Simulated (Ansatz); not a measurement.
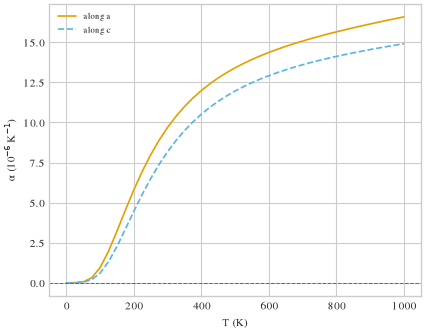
Figure: Linear thermal expansion of Be in the hcp (Mg type) structure from the quasi-harmonic free energy, Ansatz (a program for electronic structure), PBEsol functional, plane-wave PAW

The pressure is 5 GPa. The structure is held there; whether it is the stable one at that pressure was not tested.

Question: Read off α in the basal plane at 1000 K, and say whether it is negative anywhere.

Answer: About 17 × 10⁻⁶ K⁻¹. It is not negative in the range shown.

The PAW data sets were generated under PBE and serve the other functionals too.
